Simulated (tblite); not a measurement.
Geometry relaxation of C₅H₁₄B₂Si (part 1 of 3)

- system: C₅H₁₄B₂Si
- method: GFN2-xTB geometry optimisation, gas phase (tblite 0.8.0)

It belongs to a series of runs on one base structure; here: H on C replaced by CH2SiH3.

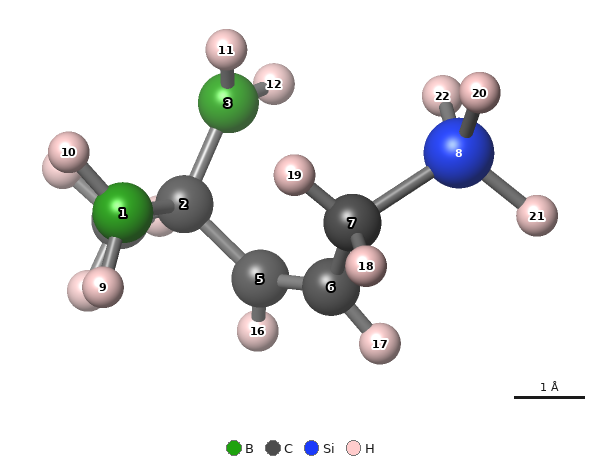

Fig. 1: The structure as given in the input (ball-and-stick view, seen at a tilt; atoms are numbered from 1 in the order of the input). Bond lengths as drawn: B–C 1.60 to 1.61 Å, B–H 1.18 to 1.19 Å, C–C 1.35 to 1.54 Å, C–H 1.08 to 1.12 Å, C–Si 1.87 Å and H–Si 1.46 to 1.48 Å.

## Input
```
{"job": {"kind": "relax", "xc": "GFN2-xTB", "basis": "xTB"}, "charge": 0, "multiplicity": 1}
B     -1.609800     0.001800     1.350800
C     -1.252000    -0.284000    -0.193500
B     -0.950500     1.082600    -0.961500
C     -2.470200    -0.950100    -0.850200
C     -0.048900    -1.229300    -0.269200
C      1.205800    -0.997200     0.160200
C      1.717100     0.272900     0.798400
Si     2.849800     1.175700    -0.382600
H     -1.558800    -0.888700     2.128500
H     -2.396400     0.862200     1.604500
H     -0.808600     2.100200    -0.380700
H     -0.701800     1.055200    -2.115200
H     -3.371100    -0.297800    -0.785500
H     -2.713700    -1.915600    -0.334300
H     -2.268300    -1.179200    -1.908900
H     -0.216700    -2.199200    -0.721900
H      1.946000    -1.779200     0.009700
H      2.303800    -0.003300     1.703900
H      0.911200     0.959200     1.127400
H      3.360000     2.391800     0.262500
H      3.966900     0.304900    -0.745300
H      2.095800     1.536400    -1.598700
```

The first line tells a small driver script what to run in tblite; the rest is the geometry in Å.

Hardware: 1 CPU thread, shared host.

Launch command:
```bash
OMP_NUM_THREADS=1 python <driver script> task.json out
```

## What the program printed
```
step      E/eV     max force
  0    -597.68322    1.525
  1    -597.80362    1.199
  2    -597.87473    0.820
  3    -597.91533    0.585
  4    -597.94341    0.189
  5    -597.94790    0.147
  6    -597.95188    0.144
  7    -597.95459    0.141
  8    -597.95668    0.114
  9    -597.95865    0.149
 10    -597.96117    0.183
 11    -597.96395    0.140
 12    -597.96629    0.112
 13    -597.96780    0.080
 14    -597.96898    0.098
 15    -597.97031    0.099
 16    -597.97188    0.109
 17    -597.97339    0.095
 18    -597.97465    0.067
 19    -597.97580    0.082
 20    -597.97716    0.087
 21    -597.97895    0.117
 22    -597.98093    0.099
 23    -597.98265    0.094
 24    -597.98421    0.100
 25    -597.98590    0.117
 26    -597.98778    0.133
 27    -597.99003    0.128
 28    -597.99258    0.116
 29    -597.99531    0.110
 30    -597.99808    0.131
 31    -598.00105    0.112
 32    -598.00443    0.129
 33    -598.00784    0.138
 34    -598.00928    0.189
 35    -598.01079    0.225
 36    -598.01356    0.082
 37    -598.01488    0.067
 38    -598.01856    0.121
 39    -598.02007    0.121
 40    -598.02162    0.083
 41    -598.02316    0.089
 42    -598.02496    0.093
 43    -598.02704    0.144
 44    -598.02932    0.137
 45    -598.03168    0.119
 46    -598.03416    0.116
 47    -598.03703    0.136
 48    -598.04079    0.178
 49    -598.04238    0.364
 50    -598.05000    0.205
 51    -598.05540    0.204
 52    -598.06516    0.213
 53    -598.07039    0.225
 54    -598.07805    0.174
 55    -598.08762    0.178
 56    -598.09185    0.210
 57    -598.09936    0.231
 58    -598.11196    0.277
 59    -598.11957    0.212
 60    -598.12381    0.302
 61    -598.12926    0.149
 62    -598.13341    0.144
 63    -598.13971    0.200
 64    -598.14553    0.228
 65    -598.15249    0.221
 66    -598.15820    0.142
 67    -598.16253    0.130
 68    -598.16597    0.126
 69    -598.16953    0.158
 70    -598.17367    0.198
 71    -598.17747    0.139
 72    -598.18045    0.107
 73    -598.18219    0.102
 74    -598.18386    0.114
 75    -598.18547    0.086
 76    -598.18670    0.065
 77    -598.18737    0.056
 78    -598.18787    0.055
 79    -598.18851    0.061
 80    -598.18948    0.063
 81    -598.19067    0.080
 82    -598.19184    0.079
 83    -598.19287    0.074
 84    -598.19391    0.072
 85    -598.19499    0.067
 86    -598.19591    0.057
 87    -598.19657    0.055
 88    -598.19712    0.053
 89    -598.19779    0.056
 90    -598.19863    0.058
 91    -598.19944    0.048
 92    -598.20009    0.054
 93    -598.20068    0.052
 94    -598.20140    0.057
 95    -598.20234    0.064
 96    -598.20344    0.064
 97    -598.20453    0.068
 98    -598.20543    0.057
 99    -598.20602    0.041
100    -598.20638    0.031
101    -598.20667    0.050
102    -598.20696    0.054
103    -598.20723    0.040
104    -598.20741    0.028
105    -598.20751    0.021
106    -598.20761    0.029
107    -598.20772    0.030
108    -598.20784    0.021
109    -598.20794    0.025
110    -598.20802    0.025
111    -598.20812    0.024
112    -598.20825    0.027
113    -598.20836    0.019
114    -598.20843    0.014
115    -598.20846    0.014
116    -598.20849    0.015
117    -598.20856    0.020
118    -598.20866    0.027
119    -598.20878    0.024
120    -598.20887    0.019
121    -598.20894    0.020
122    -598.20900    0.017
123    -598.20907    0.021
124    -598.20914    0.020
125    -598.20918    0.015
126    -598.20921    0.010
127    -598.20924    0.015
128    -598.20928    0.018
129    -598.20933    0.016
130    -598.20936    0.014
131    -598.20940    0.014
132    -598.20945    0.013
133    -598.20950    0.014
134    -598.20954    0.014
135    -598.20958    0.016
136    -598.20965    0.021
137    -598.20976    0.026
138    -598.20993    0.029
139    -598.21013    0.029
140    -598.21029    0.024
141    -598.21040    0.024
142    -598.21049    0.023
143    -598.21061    0.022
144    -598.21072    0.020
145    -598.21081    0.019
146    -598.21086    0.021
147    -598.21091    0.017
148    -598.21096    0.017
149    -598.21100    0.012
150    -598.21104    0.015
151    -598.21108    0.018
152    -598.21113    0.017
153    -598.21117    0.016
154    -598.21121    0.016
155    -598.21124    0.011
156    -598.21127    0.013
157    -598.21130    0.012
158    -598.21133    0.009
```

## Trajectory as extended XYZ (Å, eV, eV/Å), 22 of the 159 frames kept, from step=0 to step=158
```
22
Properties=species:S:1:pos:R:3:forces:R:3 step=0 energy=-597.68322
B    -1.6098    0.0018    1.3508   -1.3490  -0.6680  -0.2420
C    -1.2520   -0.2840   -0.1935    0.6850   0.3770   0.8140
B    -0.9505    1.0826   -0.9615    0.7440  -0.0790  -0.1990
C    -2.4702   -0.9501   -0.8502   -0.7480  -0.6600   0.0820
C    -0.0489   -1.2293   -0.2692    0.7120   0.4400   0.0370
C     1.2058   -0.9972    0.1602   -1.0570   0.4620  -0.0680
C     1.7171    0.2729    0.7984   -0.3420  -0.6730   0.7710
Si    2.8498    1.1757   -0.3826    0.2450   0.5070  -0.6850
H    -1.5588   -0.8887    2.1285    0.4470   0.3490  -0.0490
H    -2.3964    0.8622    1.6045    0.6070  -0.0990  -0.0720
H    -0.8086    2.1002   -0.3807   -0.1840  -0.1810  -0.1690
H    -0.7018    1.0552   -2.1152   -0.2330   0.0150   0.1720
H    -3.3711   -0.2978   -0.7855    0.6700  -0.4590  -0.0740
H    -2.7137   -1.9156   -0.3343    0.1550   0.7840  -0.3960
H    -2.2683   -1.1792   -1.9089   -0.1010   0.1610   0.4010
H    -0.2167   -2.1992   -0.7219   -0.2120   0.0830  -0.0330
H     1.9460   -1.7792    0.0097   -0.0770   0.1990   0.1510
H     2.3038   -0.0033    1.7039   -0.3860   0.1360  -0.3950
H     0.9112    0.9592    1.1274    0.2000  -0.5960  -0.1900
H     3.3600    2.3918    0.2625    0.0180  -0.0440  -0.0170
H     3.9669    0.3049   -0.7453    0.0750  -0.0120  -0.0140
H     2.0958    1.5364   -1.5987    0.1310  -0.0420   0.1760
22
Properties=species:S:1:pos:R:3:forces:R:3 step=8 energy=-597.95668
B    -1.7235   -0.0705    1.3295    0.0530   0.0330   0.0450
C    -1.2413   -0.2700   -0.1673    0.0240   0.0340   0.1060
B    -0.8770    1.0627   -0.9566   -0.0520  -0.0140   0.0080
C    -2.4644   -0.9564   -0.8421    0.0560   0.0390   0.0170
C    -0.0500   -1.2020   -0.2736    0.0150   0.0240  -0.0230
C     1.1843   -0.9755    0.1637   -0.0520  -0.0280  -0.0100
C     1.7099    0.2616    0.8065   -0.0630  -0.0670  -0.0070
Si    2.8553    1.1883   -0.4009   -0.0230   0.0250  -0.0140
H    -1.4990   -0.8782    2.1485    0.0230   0.0500  -0.0300
H    -2.3632    0.8735    1.6009   -0.0170  -0.0860   0.0140
H    -0.8178    2.0925   -0.4023    0.0640  -0.0110  -0.0390
H    -0.7231    1.0365   -2.1165    0.0150  -0.0720   0.0050
H    -3.3373   -0.3077   -0.7843    0.0210  -0.0370  -0.0300
H    -2.6999   -1.8934   -0.3365    0.0050   0.0260  -0.0420
H    -2.2550   -1.1639   -1.8902   -0.0010   0.0080   0.0240
H    -0.2509   -2.1621   -0.7338   -0.0210   0.0260  -0.0270
H     1.9274   -1.7559    0.0330   -0.0380   0.0220   0.0120
H     2.2800   -0.0128    1.6981   -0.0400   0.0190  -0.0010
H     0.8890    0.9075    1.1195   -0.0150  -0.0270  -0.0010
H     3.3676    2.3914    0.2591    0.0190   0.0060  -0.0090
H     3.9778    0.3122   -0.7523   -0.0010   0.0280  -0.0110
H     2.1009    1.5415   -1.6039    0.0280   0.0040   0.0120
22
Properties=species:S:1:pos:R:3:forces:R:3 step=15 energy=-597.97031
B    -1.7080   -0.0659    1.3493   -0.0290  -0.0030   0.0300
C    -1.2409   -0.2576   -0.1499   -0.0240  -0.0120   0.0660
B    -0.8750    1.0563   -0.9567    0.0540  -0.0040  -0.0140
C    -2.4514   -0.9442   -0.8359   -0.0830  -0.0310  -0.0450
C    -0.0600   -1.1949   -0.2814    0.0500  -0.0040   0.0190
C     1.1727   -0.9823    0.1622    0.0060   0.0000  -0.0410
C     1.6913    0.2570    0.8042   -0.0430  -0.0530   0.0470
Si    2.8432    1.1913   -0.3937    0.0040   0.0450  -0.0540
H    -1.4555   -0.8672    2.1658    0.0490   0.0600  -0.0090
H    -2.3915    0.8460    1.6206    0.0040  -0.0480   0.0170
H    -0.7764    2.0960   -0.4317    0.0270   0.0260  -0.0150
H    -0.7220    0.9786   -2.1126    0.0070   0.0080  -0.0550
H    -3.3316   -0.3079   -0.7948   -0.0320   0.0270   0.0160
H    -2.6877   -1.8872   -0.3449   -0.0090  -0.0030   0.0250
H    -2.2284   -1.1479   -1.8807    0.0160   0.0100  -0.0340
H    -0.2768   -2.1401   -0.7623    0.0300  -0.0230   0.0010
H     1.9133   -1.7632    0.0363    0.0040  -0.0130  -0.0270
H     2.2531   -0.0125    1.7016    0.0100   0.0070   0.0160
H     0.8590    0.8884    1.1160    0.0090   0.0410  -0.0210
H     3.3767    2.3921    0.2548   -0.0320  -0.0020   0.0280
H     3.9747    0.3336   -0.7591   -0.0070  -0.0300   0.0160
H     2.1108    1.5509   -1.6085   -0.0100   0.0020   0.0330
22
Properties=species:S:1:pos:R:3:forces:R:3 step=23 energy=-597.98265
B    -1.6943   -0.0634    1.3732    0.0230   0.0190  -0.0190
C    -1.2548   -0.2563   -0.1340    0.0290  -0.0070  -0.0370
B    -0.8439    1.0301   -0.9696    0.0090   0.0410  -0.0210
C    -2.4611   -0.9305   -0.8392   -0.0580  -0.0450   0.0030
C    -0.0712   -1.1931   -0.2800    0.0690  -0.0050  -0.0630
C     1.1674   -0.9850    0.1488   -0.0050   0.0260   0.0540
C     1.6767    0.2494    0.8045   -0.0020   0.0260   0.0230
Si    2.8283    1.1949   -0.3837    0.0320   0.0410  -0.0360
H    -1.3333   -0.8064    2.2030    0.0480   0.0320  -0.0040
H    -2.4470    0.7854    1.6602   -0.0190  -0.0010  -0.0460
H    -0.6910    2.0872   -0.4935    0.0070  -0.0130   0.0780
H    -0.7091    0.9269   -2.1283   -0.0090  -0.0510  -0.0010
H    -3.3448   -0.2981   -0.7993    0.0180   0.0480  -0.0020
H    -2.7018   -1.8745   -0.3542   -0.0170  -0.0530   0.0030
H    -2.2205   -1.1250   -1.8830   -0.0440   0.0000   0.0150
H    -0.2736   -2.1283   -0.7844   -0.0700  -0.0420  -0.0070
H     1.9061   -1.7664    0.0050   -0.0100   0.0470   0.0030
H     2.2235   -0.0091    1.7145    0.0030  -0.0220  -0.0200
H     0.8425    0.8895    1.0916   -0.0150  -0.0150   0.0310
H     3.3447    2.3929    0.2861   -0.0090  -0.0240   0.0010
H     3.9546    0.3282   -0.7464   -0.0040   0.0150   0.0000
H     2.0923    1.5711   -1.5930    0.0220  -0.0180   0.0460
22
Properties=species:S:1:pos:R:3:forces:R:3 step=30 energy=-597.99808
B    -1.6565   -0.0508    1.3744    0.0050   0.0160  -0.0390
C    -1.2685   -0.2695   -0.1391    0.0010  -0.0080  -0.0860
B    -0.8134    0.9986   -0.9866   -0.0020  -0.0260   0.0130
C    -2.4870   -0.9282   -0.8374   -0.0240   0.0110  -0.0290
C    -0.0761   -1.1896   -0.3083    0.0070  -0.0520   0.0640
C     1.1569   -0.9742    0.1343    0.0300   0.0120   0.0200
C     1.6576    0.2524    0.8101    0.0230   0.0240  -0.0120
Si    2.8212    1.2019   -0.3642   -0.0210   0.0190   0.0210
H    -1.1527   -0.6838    2.2219    0.0130   0.0720  -0.0020
H    -2.5088    0.7034    1.6449   -0.0220   0.0040  -0.0050
H    -0.5909    2.0454   -0.5040   -0.0260  -0.1030  -0.0490
H    -0.6987    0.8589   -2.1482   -0.0280   0.0620   0.1120
H    -3.3467   -0.2643   -0.7881   -0.0450  -0.0480   0.0380
H    -2.7450   -1.8771   -0.3650    0.0000   0.0800   0.0200
H    -2.2699   -1.1167   -1.8876    0.0190  -0.0070   0.0130
H    -0.2922   -2.1294   -0.7994    0.0450  -0.0010  -0.0750
H     1.9132   -1.7348   -0.0203   -0.0310  -0.0480   0.0010
H     2.2046   -0.0190    1.7171   -0.0410  -0.0230  -0.0250
H     0.8232    0.8912    1.0989    0.0230  -0.0330   0.0430
H     3.3078    2.3941    0.3375    0.0500  -0.0300  -0.0350
H     3.9403    0.3240   -0.7324   -0.0280   0.0850   0.0150
H     2.0712    1.5869   -1.5603    0.0530  -0.0050  -0.0020
22
Properties=species:S:1:pos:R:3:forces:R:3 step=38 energy=-598.01856
B    -1.6270   -0.0236    1.3603    0.0020   0.0020  -0.0250
C    -1.2866   -0.3031   -0.1463   -0.0390   0.0780  -0.0840
B    -0.7888    0.9486   -0.9901   -0.0070   0.0330  -0.0350
C    -2.5204   -0.9276   -0.8394   -0.0060  -0.0310   0.0040
C    -0.0814   -1.2035   -0.3284   -0.0240   0.0190   0.0250
C     1.1469   -0.9733    0.1250    0.0160  -0.0010  -0.0430
C     1.6429    0.2465    0.8192    0.0170  -0.0260   0.0070
Si    2.8064    1.2217   -0.3366   -0.0020  -0.0360   0.0320
H    -0.9862   -0.4913    2.2181    0.0030   0.0420   0.0720
H    -2.5685    0.6168    1.6181   -0.0650   0.0360   0.0290
H    -0.5113    1.9782   -0.5052   -0.0140  -0.0440  -0.0100
H    -0.7072    0.8292   -2.1546   -0.0310   0.0070   0.0650
H    -3.3702   -0.2507   -0.7674    0.0320  -0.0360  -0.0060
H    -2.7917   -1.8657   -0.3571   -0.0080  -0.0260  -0.0310
H    -2.3236   -1.1159   -1.8940    0.0010  -0.0240   0.0440
H    -0.2738   -2.1320   -0.8523    0.0120   0.0320  -0.0290
H     1.9064   -1.7286   -0.0381    0.0170  -0.0350  -0.0010
H     2.1875   -0.0497    1.7188    0.0260   0.0020  -0.0030
H     0.8121    0.8779    1.1314    0.0270  -0.0290  -0.0120
H     3.3142    2.3971    0.3746   -0.0010   0.0080  -0.0070
H     3.9314    0.3618   -0.7133    0.0310   0.0020   0.0040
H     2.0784    1.6064   -1.5444    0.0130   0.0270   0.0030
```
